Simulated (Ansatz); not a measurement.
## How methods differ on SbH2 (SMILES [SbH2])

The species is SbH2 (3 atoms), meant as a doublet with charge 0. As SMILES, `[SbH2]`. The coordinates come from a PBE0-D4/def2-TZVP relaxation.

```xyz
3

Sb    0.6598   -0.3463    0.3157
H     0.0467    1.2442    0.1632
H    -0.7173   -0.9627   -0.4921
```

Quantity: the energy change with the Sb1–H3 bond stretched from 1.711 to 2.139 Å, in eV. The values are calculated.

```json
{"level": "USVWN5/STO-3G", "kind": "LDA", "program": "Ansatz", "value (eV)": "1.17", "less FCI/STO-3G": "+0.08"}
{"level": "U-revPBE/STO-3G", "kind": "GGA", "program": "Ansatz", "value (eV)": "1.07", "less FCI/STO-3G": "-0.02"}
{"level": "U-r2SCAN/STO-3G", "kind": "meta-GGA", "program": "Ansatz", "value (eV)": "1.21", "less FCI/STO-3G": "+0.12"}
{"level": "U-wB97M-V/STO-3G", "kind": "range-separated hybrid", "program": "Ansatz", "value (eV)": "1.34", "less FCI/STO-3G": "+0.25"}
{"level": "UCAM-B3LYP/STO-3G", "kind": "range-separated hybrid", "program": "Ansatz", "value (eV)": "1.34", "less FCI/STO-3G": "+0.25"}
{"level": "UB2PLYP/STO-3G", "kind": "double hybrid", "program": "Ansatz", "value (eV)": "1.29", "less FCI/STO-3G": "+0.20"}
{"level": "UMP2/STO-3G", "kind": "perturbation theory", "program": "Ansatz", "value (eV)": "1.48", "less FCI/STO-3G": "+0.39"}
{"level": "UBCCD(T)/STO-3G", "kind": "coupled cluster or CI", "program": "Ansatz", "value (eV)": "1.09", "less FCI/STO-3G": "0.00"}
{"level": "FCI/STO-3G", "kind": "exact in the basis", "program": "Ansatz", "value (eV)": "1.09", "less FCI/STO-3G": "0.00"}
```

FCI/STO-3G is exact within its basis and frozen core, so for wave-function methods in that basis the difference is their error; functionals converge differently with the basis, so for them it is only a difference. All-electron rows without a relativistic Hamiltonian named are non-relativistic. The first shape isn't each level's own minimum. The values span 1.07 to 1.48 eV. Spin contamination of the reference (⟨S²⟩ at least 0.1 too high) touches UMP2/STO-3G, UBCCD(T)/STO-3G. All rows use very small basis sets, so even the best lies far from the true value. In the correlated wave-function rows the outer d shell of Sb is correlated, in sets not made for it.

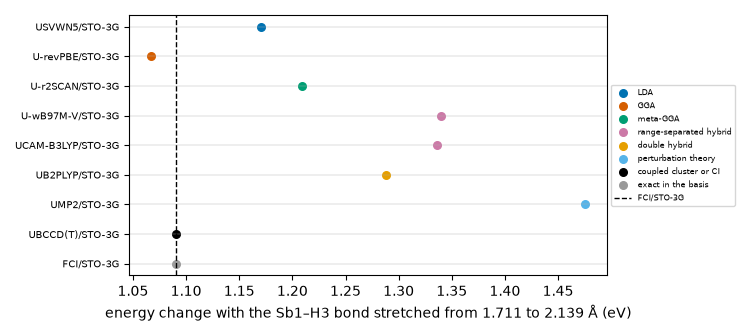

The values of the table, level by level.
